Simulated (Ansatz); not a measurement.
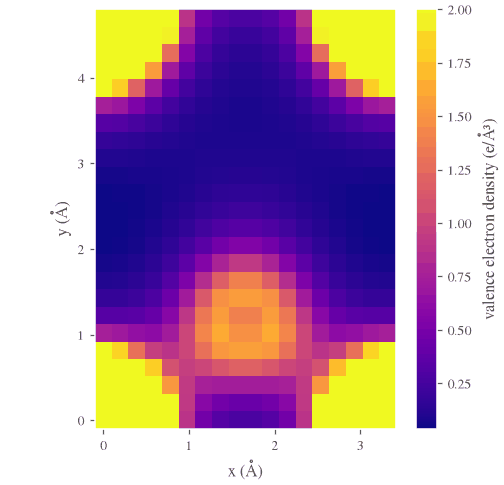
Fig. 1. Valence electron density (e/Å³), cut off at 2 on a lattice plane, r²SCAN (plane waves, PAW; program Ansatz)

Q: Which of these materials gives this?
A) C, C2/m (C on 4i, C on 4i, C on 4i, C on 4i)
B) HfC, CsCl type
C) C, P4_32_12 (C on 4a, C on 8b)
D) PtC, zinc blende

A: D, PtC, zinc blende. Atoms in the plane, in fractions of its two edges: Pt at (0.00, 0.00), C at (0.50, 0.25).

The density is the valence pseudo-density with augmentation charge, so density and ELF within about 1 Å of a nucleus are not all-electron values.

Space group F-43m (zinc blende). The start of the workflow was typed in or built on a structure type; neither database checked (COD, Materials Project) lists it. Whether it is the stable phase at ambient conditions was not checked. The cell was relaxed with r²SCAN under the symmetry of its start; whether a distortion lowers the energy is not shown. The run is not spin-polarised. Its formation energy is positive at this level, so the cell may be metastable or incomplete. Spin–orbit coupling is left out wherever it is not named.

Potentials: the earlier of the program's two PAW sets.
